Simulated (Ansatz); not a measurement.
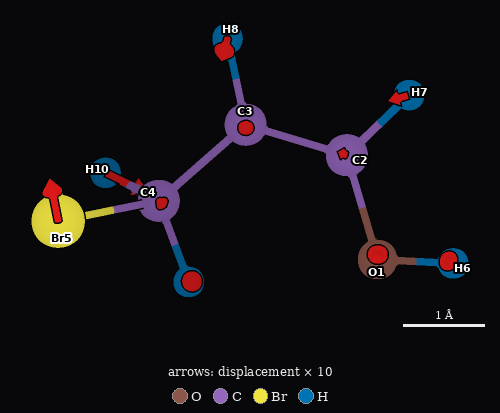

This is a relaxation of C3H5BrO. The starting structure is drawn; red arrows show the displacements, 10 times their true length. The two geometries are superimposed by the best rigid fit.

A ball-and-stick model, seen face on.

The start comes from PBE-D4/def2-SVP.

The calculation used Ansatz, RKS PBE0-D4/def2-TZVP.

Input file:
```yaml
crystal:
  periodic: [false, false, false]
  atoms:
    - {symbol: O, position_ang: [-0.928203, 0.930466, 1.231642]}
    - {symbol: C, position_ang: [0.327256, 0.886061, 0.713890]}
    - {symbol: C, position_ang: [0.711471, -0.053567, -0.181819]}
    - {symbol: C, position_ang: [-0.184623, -1.113303, -0.688045]}
    - {symbol: Br, position_ang: [-0.847596, -0.715723, -2.546835]}
    - {symbol: H, position_ang: [-0.986852, 1.668826, 1.861490]}
    - {symbol: H, position_ang: [1.037264, 1.656139, 1.065985]}
    - {symbol: H, position_ang: [1.740130, 0.003117, -0.567135]}
    - {symbol: H, position_ang: [-1.101253, -1.221685, -0.083327]}
    - {symbol: H, position_ang: [0.315706, -2.091332, -0.802846]}
basis:
  gaussian: {orbitals: def2-TZVP}
hamiltonian: {xc: pbe0, dispersion: d4}
relax: {f_tol: 0.005, max_steps: 150}
```

Launched with:
```bash
ansatz run in.yaml --threads 4 --pin off --events-out ev --progress --plain --max-ram 10444MiB
```

What did the optimiser do to the structure, and how much energy did it gain?

Answer. The energy falls by 1.25 kcal/mol in 9 geometry steps. Largest force component: 0.68 eV/Å at the start, 0.0045 eV/Å at the end. Br5 moves most after the best rigid fit: 0.071 Å. By element the largest moves are Br 0.071 Å, H 0.064 Å, O 0.042 Å, C 0.026 Å. Among the contacts that change: C4–Br5 2.013 → 1.976 Å, C2–C3 1.354 → 1.330 Å, C2–H7 1.105 → 1.086 Å, C3–H8 1.100 → 1.083 Å. Cost: 39 s on 4 threads of Arm Neoverse V1, with other jobs on the host.
